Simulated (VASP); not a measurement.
Energy against volume of GaN (zinc blende). Level of theory: PBE GGA with D4 dispersion, VASP's PBE PAW potentials (set 64) (plane waves; VASP).

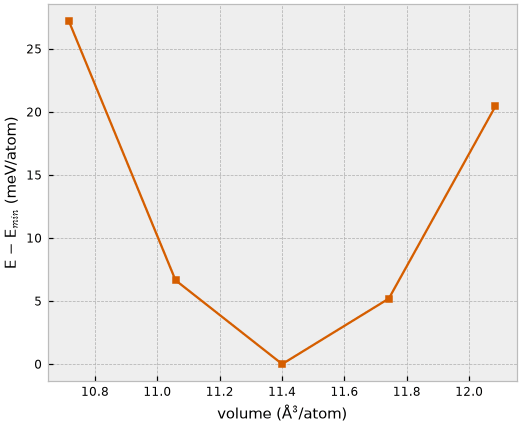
Fig. 1. Energy against volume

**Question.** Estimate the equilibrium volume and the bulk modulus.

**Answer.** The minimum lies near 11.4 Å³/atom, and the curvature gives B0 of about 180 GPa.

Measured: a 4.500 Å at 300 K (computed value off by +0.1 %), as given by I. Vurgaftman et al., Journal of Applied Physics (2001), doi:10.1063/1.1368156. The calculation is for a static lattice, while the measured a holds thermal and zero-point effects, which are part of the difference.

The compound is GaN in the zinc blende structure, a metastable form; wurtzite is the usual one. It was relaxed first.
